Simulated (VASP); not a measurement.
Energy against volume of Ca (fcc). All values below come from TPSS meta-GGA, VASP's PBE PAW potentials (set 64) (plane waves; VASP 6.6.1).

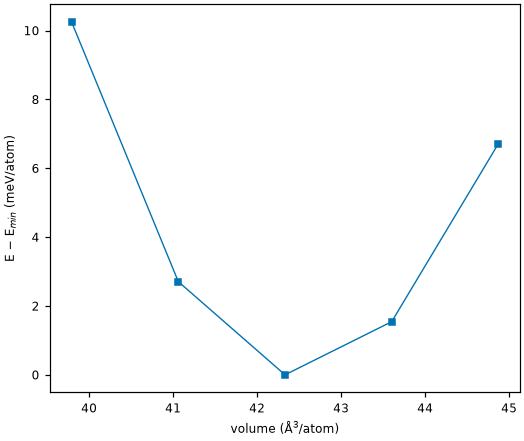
Fig. 1. Energy against volume

**Question.** Estimate the equilibrium volume and the bulk modulus.

**Answer.** The minimum lies near 42.5 Å³/atom, and the curvature gives B0 of about 17 GPa.

Measured: a 5.553 Å at 0 K (computed value off by -0.3 %), as given by Gábor I. Csonka et al., Physical Review B (2009), arXiv:0903.4037 [low-temperature or extrapolated to 0 K; zero-point anharmonic expansion removed].

The compound is Ca in the fcc structure. It was relaxed first.
